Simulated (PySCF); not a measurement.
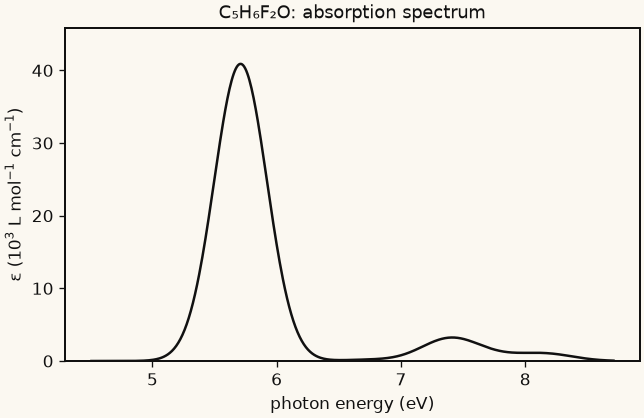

Computed absorption of C₅H₆F₂O, SMILES C=C/C=C\OC(F)F. Vertical TDDFT excitations, ωB97X-D/def2-SVPD in PySCF, at a GFN2-xTB geometry (no frequency check), gas phase. The lowest 8 singlet states are shown; each is broadened by a Gaussian of 1/e half-width 0.30 eV.

Q: Where is the lowest singlet, and is it bright?

A: S1 lies at 5.71 eV (217 nm) with f = 0.758, mainly HOMO → LUMO (98 %); it is bright.

Q: Does any vertical transition fall in the visible?

A: No singlet lies below 3.1 eV (beyond 400 nm), so at this level no vertical transition falls in the visible.

Q: List the transitions behind the spectrum.

A:
| state | E (eV) | λ (nm) | f | main character |
| --- | --- | --- | --- | --- |
| S1 | 5.71 | 217 | 0.758 | HOMO → LUMO (98 %) |
| S2 | 6.76 | 183 | 0.003 | HOMO → LUMO+1 (80 %) |
| S3 | 7.32 | 169 | 0.034 | HOMO → LUMO+2 (51 %) |
| S4 | 7.49 | 166 | 0.026 | HOMO−1 → LUMO (38 %) |
| S5 | 7.56 | 164 | 0.001 | HOMO−2 → LUMO (90 %) |
| S6 | 7.67 | 162 | 0.007 | HOMO → LUMO+3 (32 %) |
| S7 | 7.99 | 155 | 0.009 | HOMO−1 → LUMO (50 %) |
| S8 | 8.21 | 151 | 0.014 | HOMO → LUMO+5 (56 %) |

Known limits of this run: the tight-binding geometry is rougher than a DFT one and adds to the error; one conformer of a flexible molecule; core orbitals are frozen in the response.
